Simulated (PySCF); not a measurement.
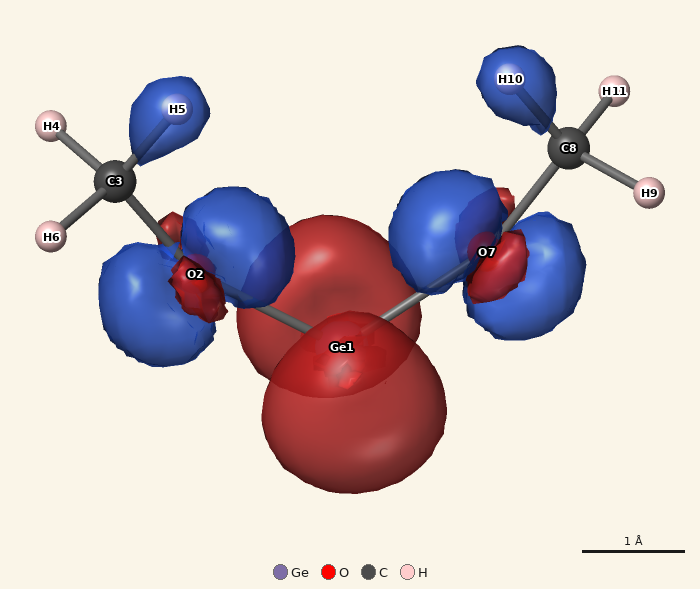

Ge(OMe)2 (C₂H₆GeO₂). Unrelaxed difference density of S₁ less the ground state (TDA singlet states), ±0.04 e/Å³; red: gain, blue: loss.

Computed with PySCF, PBE0/cc-pVDZ, geometry: GFN2-xTB. No frequency check shows the geometry to be a minimum. GFN2-xTB bond lengths at metals and heavier atoms can be off by up to 0.1 Å and shapes distorted, which carries into these values. Without diffuse functions Rydberg states are missing, so the states' numbers hold for this basis only.

Cartesian coordinates (Å):

```
Ge1     -0.0010   -0.8472    0.0007
O2      -1.4599    0.1351   -0.0004
C3      -2.2636    1.2875    0.0001
H4      -2.7723    1.3773   -0.9630
H5      -1.6657    2.1872    0.1700
H6      -3.0137    1.2044    0.7909
O7       1.4557    0.1368   -0.0053
C8       2.2698    1.2823    0.0022
H9       2.9557    1.2324    0.8522
H10      1.6705    2.1936    0.0810
H11      2.8526    1.3207   -0.9216
```

> How does the charge move on excitation?

0.85 e is displaced in all, of which about 0.7 e passes between atoms: O2 (0.26 e) and O7 (0.26 e) lose electrons and Ge1 (0.70 e) gains them. The state: 4.95 eV (250 nm), f = 0.000 (very weak); the leading pair carries 100 %; hole on O2 and O7 (35 % each), Ge1 (6 %) and C3 and C8 (6 % each), electron on Ge1 (76 %) and O2 and O7 (10 % each); their centroids lie 1.1 Å apart.
